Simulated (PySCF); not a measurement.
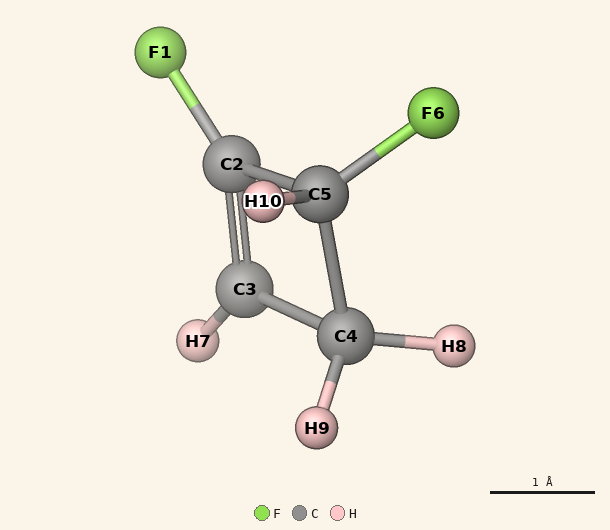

Orthographic view. Depth is shown by fading: the farther an atom, the more it takes the colour of the background. The computed structure is the end point of a PBE0-D3(BJ)/def2-SVP optimisation. No frequency run is at hand to confirm it as a minimum.

Write a MOL file (V2000) with the atoms in numerical order, bonds sorted by atom number with the orders drawn, and coordinates in the frame of the picture: x right, y up, z towards the viewer, origin at the mean position.

```
C4H4F2
                    3D

 10 10  0  0  0  0  0  0  0  0999 V2000
   -1.3200    1.8800   -0.7200 F   0  0  0  0  0  0  0  0  0  0  0  0
   -0.6300    0.8000   -0.4200 C   0  0  0  0  0  0  0  0  0  0  0  0
   -0.5000   -0.4100   -0.9800 C   0  0  0  0  0  0  0  0  0  0  0  0
    0.4700   -0.8700    0.0800 C   0  0  0  0  0  0  0  0  0  0  0  0
    0.2200    0.5100    0.7700 C   0  0  1  0  0  0  0  0  0  0  0  0
    1.3200    1.2900    0.9600 F   0  0  0  0  0  0  0  0  0  0  0  0
   -0.9600   -0.9100   -1.8400 H   0  0  0  0  0  0  0  0  0  0  0  0
    1.5200   -0.9600   -0.2500 H   0  0  0  0  0  0  0  0  0  0  0  0
    0.1900   -1.7500    0.6700 H   0  0  0  0  0  0  0  0  0  0  0  0
   -0.3200    0.4400    1.7300 H   0  0  0  0  0  0  0  0  0  0  0  0
  1  2  1  0
  2  3  2  0
  2  5  1  0
  3  4  1  0
  3  7  1  0
  4  5  1  0
  4  8  1  0
  4  9  1  0
  5  6  1  0
  5 10  1  0
M  END
```
